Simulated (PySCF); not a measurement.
SMILES [F][Ge]([F])([Cl])[Cl] at its B3LYP/def2-SVP optimised geometry (Å):

```
5

F      1.2114    -1.0026     0.0000
Ge    -0.5079    -1.0026     0.0000
F     -0.9739    -1.7732     1.4647
Cl    -1.2165    -2.1365    -1.6516
Cl    -1.2114     1.0026     0.0000
```

Calculation: B3LYP/def2-TZVP (PySCF). Cells within 0.4 Å of a nucleus heavier than hydrogen are left out (blank, or x).

Map of the electron localisation function on the plane z = 0.0 Å:

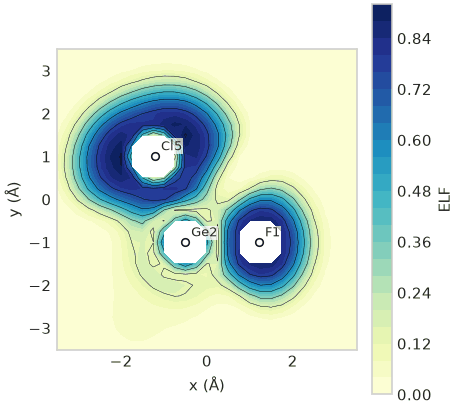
Electron localisation function on the plane z = 0.0 Å.
